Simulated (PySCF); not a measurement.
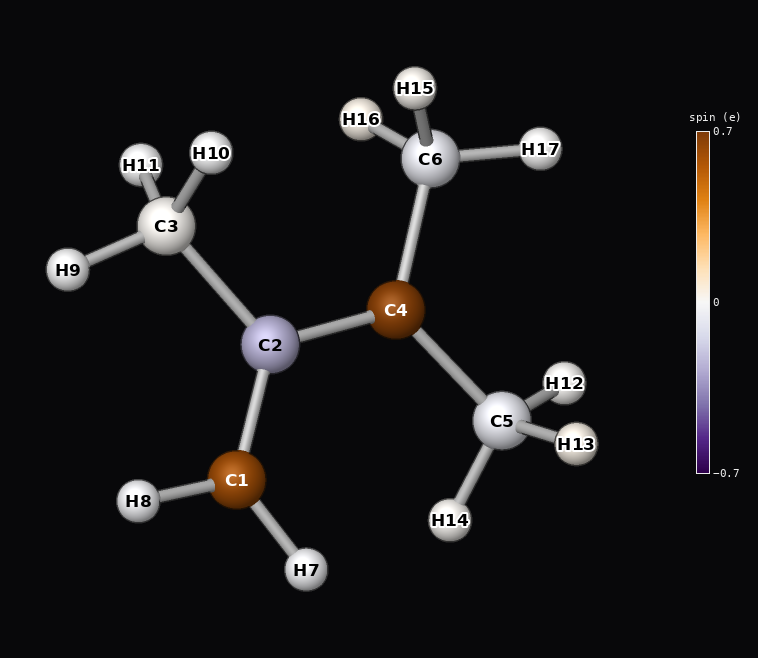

Atoms are coloured by their Mulliken spin populations. State: neutral, doublet. The geometry was computed by an optimisation with GFN2-xTB. No frequency run is at hand to confirm it as a minimum. Properties computed with UKS B3LYP, pcH-1 on C H, non-relativistic (PySCF 2.14.0).

### Which atom carries the largest spin population?

C4 (0.67 e).

### Which atom has the lowest spin population?

C2 (−0.25 e); a negative value comes from spin polarisation.

Give the Mulliken spin populations atom by atom.

| atom | value (e) |
| --- | --- |
| C1 | 0.62 |
| C2 | −0.25 |
| C3 | 0.02 |
| C4 | 0.67 |
| C5 | −0.06 |
| C6 | −0.06 |
| H7 | −0.03 |
| H8 | −0.03 |
| H9 | 0.00 |
| H10 | −0.01 |
| H11 | −0.01 |
| H12 | 0.01 |
| H13 | 0.04 |
| H14 | 0.02 |
| H15 | 0.02 |
| H16 | 0.04 |
| H17 | 0.00 |

Mulliken values depend strongly on the basis set.
